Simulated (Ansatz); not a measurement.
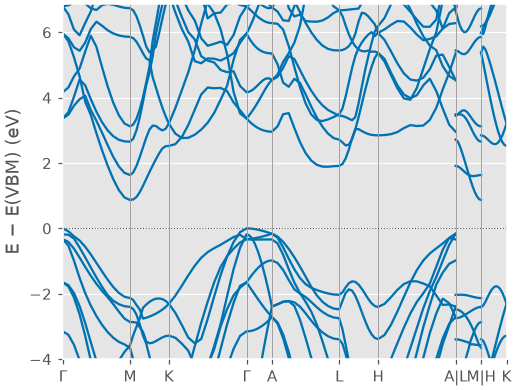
Fig. 1. Band structure from DFT-PBE in the program Ansatz with PAW potentials

Problem. Read off the gap and where the band edges lie.

Solution. About 0.9 eV (0.87 eV by a search for the band edges); maximum at Γ, minimum at M.

Problem. Which of these materials gives this?
(A) BeS, NiAs type
(B) SiC, P6_422 (Si on 3c, C on 3d)
(C) BeS, P6_222 (Be on 3d, S on 3c)

Solution. B, SiC, P6_422 (Si on 3c, C on 3d)

The start of the workflow was typed in or built on a structure type; neither database checked (COD, Materials Project) lists it. It is not the phase usual at ambient conditions (space group No. 186, 216). The cell was relaxed with PBE under the symmetry of its start; whether a distortion lowers the energy is not shown. Its formation energy is positive at this level, so the cell may be metastable or incomplete.

Potentials: the later of the program's two PAW sets.
